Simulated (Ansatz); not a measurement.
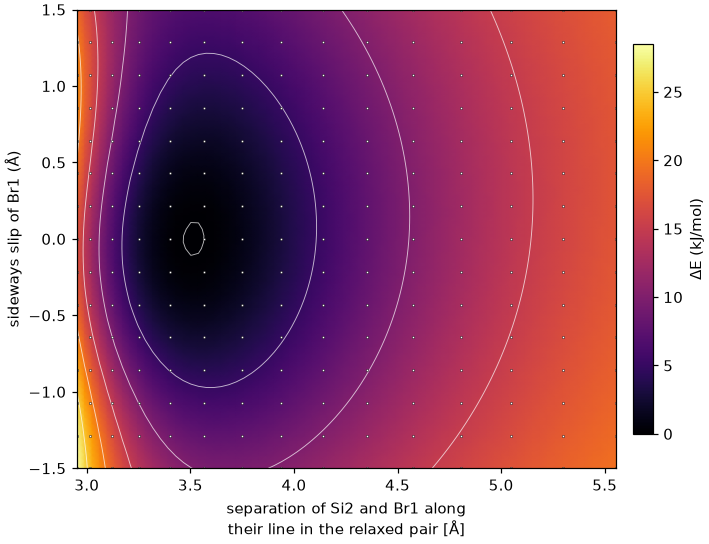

Energy landscape of the pair Br···H₄OSi, charge −1. First axis: separation of Si2 and Br1 along their line in the relaxed pair. Second axis: sideways slip of Br1. Nothing is relaxed (both partners rigid). Grid: 15 × 15 points. Points are written as (first, second). Energies: kJ/mol, counted from the lowest grid point. All numbers below come from RHF/def2-SVPD (Ansatz 0.2.0).

The picture shows a smooth colour map with a few white contour lines, dots at the grid points. Between grid points the surface is interpolated. 

Q: Where are the wells?

A: The lowest grid point is at (3.568 Å, 0.000 Å). It is the only kind of minimum in the scanned range. The highest grid point, (2.953 Å, −1.500 Å), lies 28.5 kJ/mol above the lowest. Round the minimum the two coordinates are weakly coupled (coupling −0.06 in units of the two stiffnesses).

Grid values (kJ/mol):

```csv
"second ↓, first →",2.953,3.017,3.123,3.254,3.403,3.568,3.747,3.938,4.140,4.353,4.576,4.808,5.048,5.297,5.553
1.500,18.9,15.8,11.9,8.9,7.1,6.5,6.9,7.9,9.3,10.9,12.6,14.1,15.6,16.9,18.1
1.286,20.5,16.7,12.0,8.3,6.1,5.4,5.8,6.9,8.4,10.2,12.0,13.7,15.2,16.6,17.9
1.071,21.3,17.0,11.7,7.5,5.0,4.2,4.6,5.9,7.6,9.5,11.4,13.2,14.9,16.4,17.7
0.857,21.4,16.7,10.9,6.4,3.8,3.0,3.5,4.9,6.8,8.9,10.9,12.9,14.6,16.2,17.5
0.643,20.6,15.8,9.8,5.2,2.6,1.9,2.5,4.1,6.2,8.4,10.6,12.6,14.4,16.0,17.4
0.429,19.4,14.5,8.5,4.0,1.5,0.9,1.7,3.5,5.7,8.0,10.3,12.4,14.3,15.9,17.4
0.214,18.1,13.3,7.4,3.0,0.7,0.2,1.2,3.1,5.4,7.8,10.2,12.3,14.3,15.9,17.4
0.000,17.3,12.6,6.8,2.5,0.3,0.0,1.1,3.0,5.4,7.8,10.2,12.4,14.3,16.0,17.5
−0.214,17.5,12.8,7.1,2.8,0.6,0.3,1.4,3.3,5.6,8.1,10.4,12.6,14.5,16.1,17.6
−0.429,18.6,13.9,8.1,3.8,1.5,1.1,2.1,3.9,6.1,8.5,10.8,12.9,14.7,16.4,17.8
−0.643,20.7,15.9,10.0,5.5,3.0,2.4,3.2,4.8,6.9,9.1,11.3,13.3,15.1,16.7,18.0
−0.857,23.3,18.3,12.3,7.6,4.9,4.0,4.6,6.0,7.8,9.9,11.9,13.8,15.5,17.0,18.3
−1.071,25.7,20.8,14.7,9.9,7.0,5.9,6.2,7.3,9.0,10.8,12.7,14.4,16.0,17.4,18.7
−1.286,27.6,22.8,16.8,12.0,9.1,7.8,7.9,8.8,10.2,11.8,13.5,15.1,16.6,17.9,19.1
−1.500,28.5,24.0,18.4,13.9,11.0,9.7,9.6,10.3,11.5,12.9,14.4,15.9,17.2,18.4,19.5
```

Each point was launched as `ansatz run input.yaml --threads 1 --pin off --max-ram 2560MiB --backend cpu --events-out ev --progress --plain --runs-dir out`. Time for the 225 points that were run: 12 min on 1 thread of Arm Neoverse V2, on a shared host.
